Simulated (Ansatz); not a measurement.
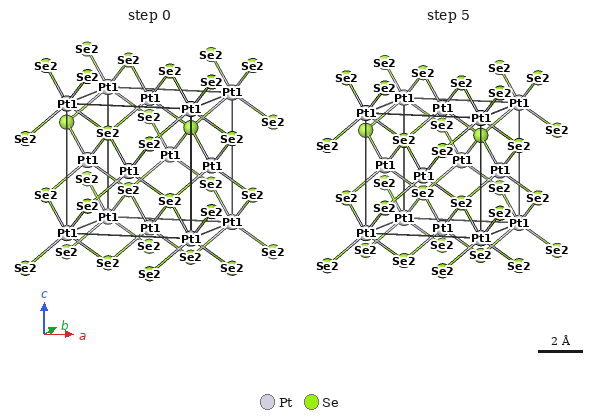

The structure of solid PtSe (a generated structure, set up in F-43m) before (left) and after (right) a relaxation, at one scale.

Style: ball-and-stick. Shown: the conventional cell (4 times the calculation's cell), slightly off an axis. Lengths and directions refer to the drawn axes.

The run lets cell and atoms move.

Computed with Ansatz, Kohn-Sham DFT of a periodic cell, HSE03, Ansatz PAW.

The input:
```yaml
crystal:
  lattice:
    - [0.0, 3.03744723, 3.03744723]
    - [3.03744723, 0.0, 3.03744723]
    - [3.03744723, 3.03744723, 0.0]
  atoms:
    - { symbol: Pt, position: [0.0, 0.0, 0.0] }
    - { symbol: Se, position: [0.25, 0.25, 0.25] }
hamiltonian:
  xc: { exchange: pbe, correlation: pbe, exx: { coeff: 0.25, omega: 0.3 } }
  pseudopotentials: { kind: paw }
kpoints:
  mp_grid: { grid: [4, 4, 4] }
scf:
  occupations: { method: fermi_dirac, width: 0.05 }
output:
  forces: true
  stress: true
  eigenvalues: true
relax:
  f_tol: 0.01
  max_steps: 40
  cell: { stress_tol: 0.05 }
```

**Describe what moved and what it gained.**

Over 4 accepted moves (5 points after the start) the energy falls by 303 meV per atom. All forces vanish by symmetry, so only the cell relaxes. The pressure goes from −13.31 to −0.01 GPa. At 1 point the geometry stayed and the basis and grid were re-selected for the new cell (energy shift of 1.1 meV per atom at most each time). No atom moves by more than 0.005 Å relative to the cell. The volume changes by −20.3 %, with a = b = c 6.075 → 5.632 Å (−7.3 %). Near-neighbour distances that change, for instance: Pt1–Se2 2.631 → 2.439 Å. The space group stays F-43m (No. 216).
